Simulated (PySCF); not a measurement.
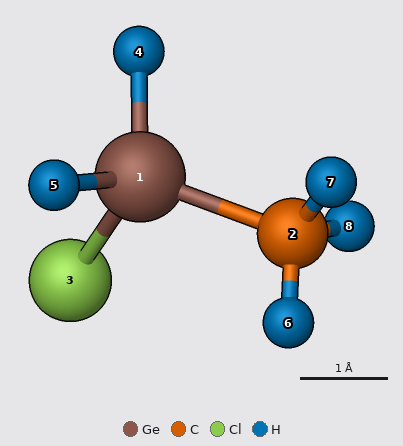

Fig. 1: The input geometry (ball-and-stick view, seen at a tilt; atoms are numbered from 1 in the order of the input). Sticks mark near contacts. Bond lengths as drawn: Cl–Ge 2.13 Å, C–Ge 1.94 Å, C–H 1.08 to 1.10 Å and Ge–H 1.53 Å.

## Geometry relaxation, with input and output: CH₅ClGe

CH₅ClGe, SMILES [CH3][GeH2][Cl], computed with PBE0-D3(BJ)/def2-SVP geometry optimisation, gas phase (PySCF 2.14.0).

What the program printed
```
step   0  E = -2577.46371249  max force = 0.009916
step   1  E = -2577.46483630  max force = 0.005226
step   2  E = -2577.46500082  max force = 0.002271
step   3  E = -2577.46502082  max force = 0.000339
step   4  E = -2577.46502178  max force = 0.000085
optimisation converged
```

Trajectory as extended XYZ (Å, eV, eV/Å), 5 frames, from step=0 to step=4
```
8
Properties=species:S:1:pos:R:3:forces:R:3 step=0 energy=-70136.36003
Ge   -0.2024    0.6565   -0.5432    0.5094   0.2549   0.3053
C     0.4035   -0.7129    0.6963    0.3605   0.4813  -0.1412
Cl   -2.0204    0.0124   -1.4580   -0.5099  -0.2747  -0.2806
H     0.7995    0.9668   -1.6582    0.1205  -0.1511  -0.1468
H    -0.5333    1.9865    0.1297   -0.0688   0.1376   0.2377
H    -0.3468   -0.8956    1.4580   -0.3774  -0.1001   0.3076
H     1.3392   -0.4109    1.1908   -0.0275   0.1289  -0.0165
H     0.6068   -1.6314    0.1567   -0.0068  -0.4767  -0.2654
8
Properties=species:S:1:pos:R:3:forces:R:3 step=1 energy=-70136.39061
Ge   -0.2047    0.6125   -0.5253   -0.2383  -0.0927  -0.1933
C     0.3869   -0.8236    0.6352   -0.0348  -0.0458   0.0718
Cl   -2.0682   -0.0600   -1.4702    0.2687   0.1219   0.1388
H     0.7937    0.8783   -1.6699   -0.0580   0.0139   0.0504
H    -0.5385    1.9109    0.2373    0.0182  -0.0831  -0.0389
H    -0.3760   -1.0310    1.4008    0.0360   0.0195  -0.0405
H     1.3244   -0.5396    1.1348    0.0300   0.0108   0.0247
H     0.5604   -1.7406    0.0529   -0.0218   0.0555  -0.0130
8
Properties=species:S:1:pos:R:3:forces:R:3 step=2 energy=-70136.39509
Ge   -0.2057    0.6070   -0.5294   -0.1168  -0.0668  -0.0706
C     0.3880   -0.8229    0.6374    0.0282   0.0011   0.0304
Cl   -2.0610   -0.0532   -1.4653    0.0871   0.0362   0.0436
H     0.7851    0.8815   -1.6721    0.0080   0.0081  -0.0039
H    -0.5392    1.8981    0.2335    0.0031   0.0174   0.0154
H    -0.3751   -1.0288    1.4011   -0.0023   0.0063  -0.0057
H     1.3260   -0.5377    1.1379   -0.0059  -0.0032  -0.0035
H     0.5598   -1.7371    0.0525   -0.0013   0.0010  -0.0058
8
Properties=species:S:1:pos:R:3:forces:R:3 step=3 energy=-70136.39563
Ge   -0.2089    0.6039   -0.5319   -0.0175  -0.0042  -0.0023
C     0.3897   -0.8226    0.6381    0.0145   0.0053  -0.0008
Cl   -2.0595   -0.0523   -1.4630   -0.0016  -0.0019  -0.0004
H     0.7815    0.8822   -1.6746    0.0044   0.0020   0.0005
H    -0.5404    1.8953    0.2342    0.0060   0.0026   0.0025
H    -0.3735   -1.0272    1.4016   -0.0045  -0.0001   0.0019
H     1.3274   -0.5356    1.1376   -0.0024   0.0011  -0.0035
H     0.5616   -1.7369    0.0535    0.0012  -0.0048   0.0021
8
Properties=species:S:1:pos:R:3:forces:R:3 step=4 energy=-70136.39566
Ge   -0.2107    0.6031   -0.5324   -0.0016  -0.0004   0.0019
C     0.3908   -0.8220    0.6380    0.0027   0.0006  -0.0031
Cl   -2.0612   -0.0539   -1.4622   -0.0044  -0.0025  -0.0010
H     0.7799    0.8822   -1.6751    0.0003   0.0008  -0.0005
H    -0.5405    1.8945    0.2345    0.0019   0.0008   0.0004
H    -0.3720   -1.0265    1.4021    0.0002  -0.0004   0.0011
H     1.3284   -0.5334    1.1363    0.0002   0.0025  -0.0013
H     0.5632   -1.7371    0.0545    0.0008  -0.0014   0.0024
```

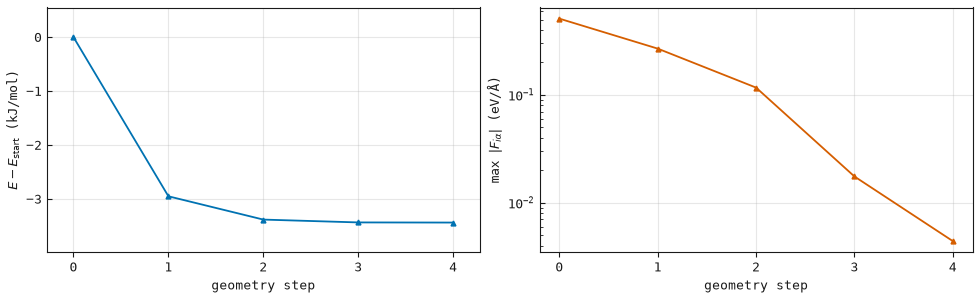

Fig. 2: Progress of the relaxation, step by step (steps are counted from 0).

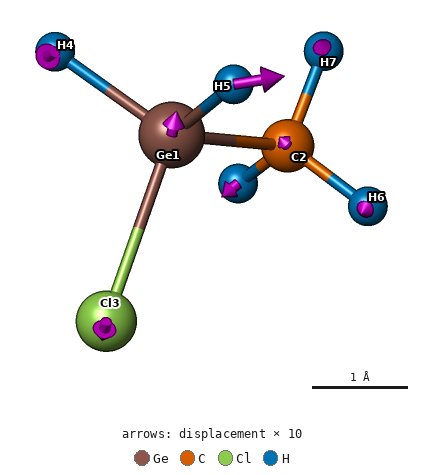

Fig. 3: The starting structure with the displacements as pink arrows, magnified 10 times (ball-and-stick view, seen at a tilt). The two geometries are laid on each other by the best rigid fit. H5 moves most after the best rigid fit: 0.056 Å. By element the largest moves are H 0.056 Å, Cl 0.032 Å, Ge 0.029 Å, C 0.015 Å. Among the contacts that change: Ge1–Cl3 2.135 → 2.173 Å, C2–H6 1.085 → 1.099 Å, Ge1–H4 1.531 → 1.538 Å, Ge1–C2 1.944 → 1.940 Å. Among the angles that change: H4–Ge1–H5 106.6° → 110.9°. The energy falls by 3.44 kJ/mol in 4 geometry steps. Largest force component: 0.51 eV/Å at the start, 0.0044 eV/Å at the end. (Atoms are counted from 1 in the order of the input.)

The run was set up as follows.

Input
```
{"job": {"xc": "PBE0", "basis": "def2-SVP", "d3": "d3bj", "grid": 2, "kind": "geom", "shake": 0.01}, "charge": 0, "multiplicity": 1}
Ge    -0.202435     0.656544    -0.543156
C      0.403474    -0.712936     0.696281
Cl    -2.020372     0.012437    -1.458014
H      0.799479     0.966826    -1.658227
H     -0.533258     1.986523     0.129728
H     -0.346843    -0.895650     1.457989
H      1.339232    -0.410952     1.190766
H      0.606798    -1.631345     0.156732
```

The first line tells a small driver script what to run in PySCF; the rest is the geometry in Å.

Launched with:
```bash
OMP_NUM_THREADS=1 python <driver script> task.json out
```

Key numbers

```csv
quantity,value
outcome,converged
total energy,−2577.465022 hartree
dipole moment,2.43 D
point group,Cs
hardware,"1 CPU thread, shared host"
wall time,15 s
peak memory,0.45 GiB
```
